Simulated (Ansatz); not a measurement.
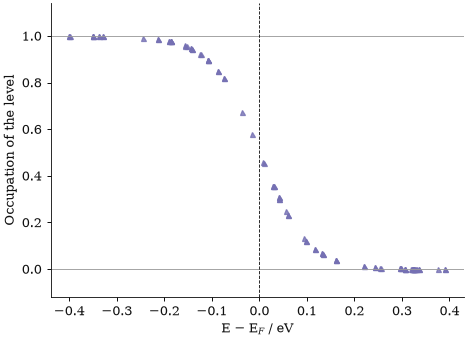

Occupations of the one-electron levels of the k mesh against their energy, from a run on RbZr₂P₃, space group P1, 12 atoms in the cell, CeAl2Cu3-65 type type, with Ansatz.

Question: Name the smearing function and its width.

Answer: Fermi-Dirac smearing with a width of 0.05 eV. The occupations stay between 0 and 1 and have long exponential tails; the slope at the Fermi level is 1/(4 × width).
